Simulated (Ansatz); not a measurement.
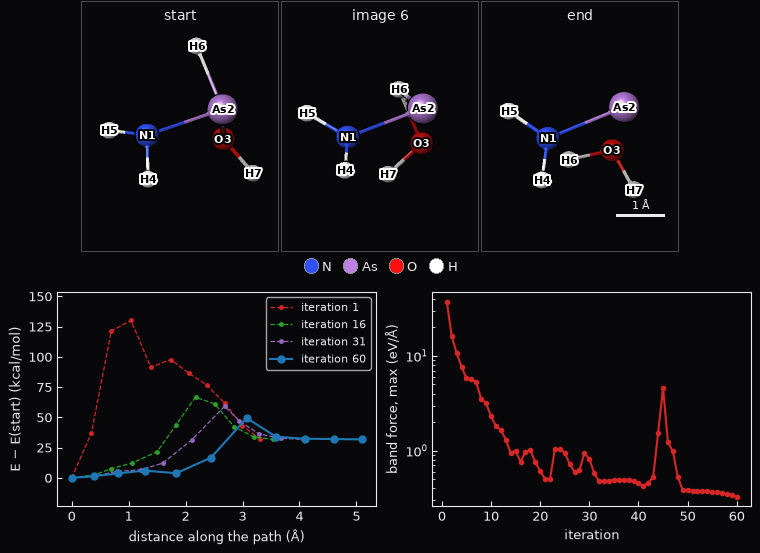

NEB run on AsNH4O. Images are numbered from 0 (start) to 10 (end). The plot follows the band through its iterations. A ball-and-stick model, seen from a free direction.

Computed with Ansatz, RKS PBE0-D4/def2-SVP. Run with 9 movable images; climbing image; force threshold 0.03 eV/Å; iteration limit 60; optimiser FIRE; largest step 0.5 Å; starting path through a guess of the saddle point.

Q: How did the profile develop, and is the result final?

A: The result isn't final. The band hadn't converged when the run stopped after 60 iterations. The largest component of the band force went from 37 to 0.33 eV/Å. The barrier read from it is provisional, though the highest image hardly moved in the last two iterations. The step length is far from the usual. The first iteration put the highest image at 130.3 kcal/mol. The highest point, image 6, lies 49.5 kcal/mol above the start and 17.6 kcal/mol above the end; the end is at +31.9 kcal/mol relative to the start. The profile has 2 maxima (images 3, 6) with a dip at image 4 (+3.9 kcal/mol), which on an unconverged band is provisional.

The run took 10 min on 1 thread of AMD EPYC 9R45 96-Core Processor (Zen 5) (shared host), peak memory 0.26 GiB.
